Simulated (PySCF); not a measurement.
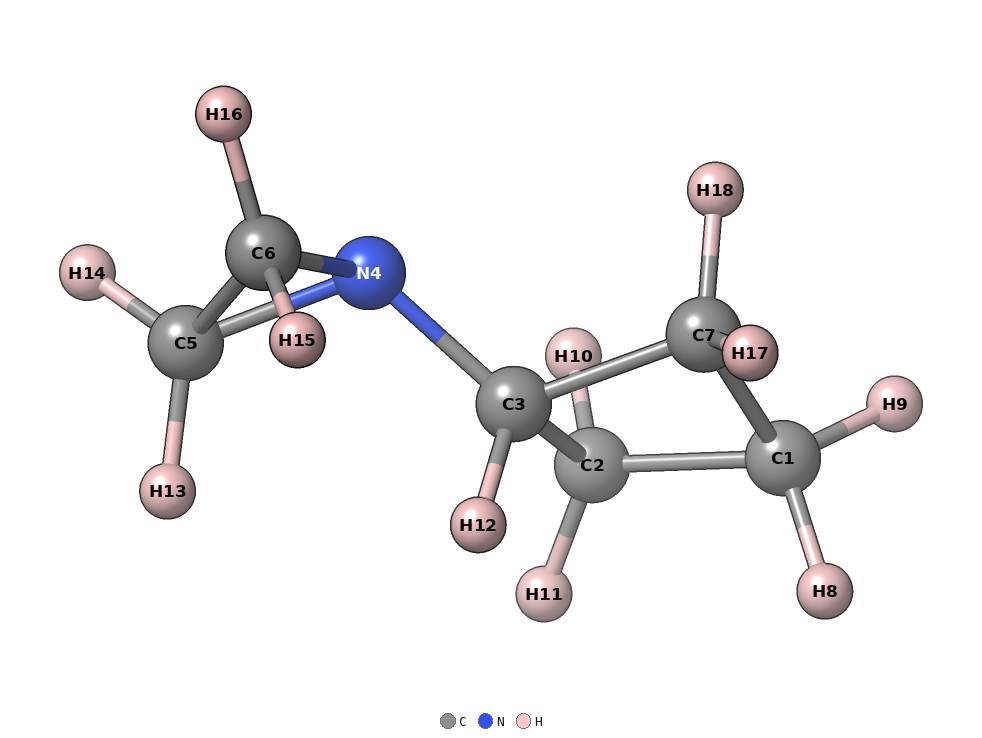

Depth is shown by fading: the farther an atom, the more it takes the colour of the background. The geometry was computed by an optimisation with PBE0-D3(BJ)/def2-SVP. No frequency run is at hand to confirm it as a minimum.

**What is the conformation of the ring C1–C2–C3–C7?**

It is puckered (butterfly). The Cremer–Pople amplitude Q is 0.26 Å.

**Give the torsion angles round the ring, beginning with the bond from its second to its third atom.**

19°, −19°, 19°, −19°.
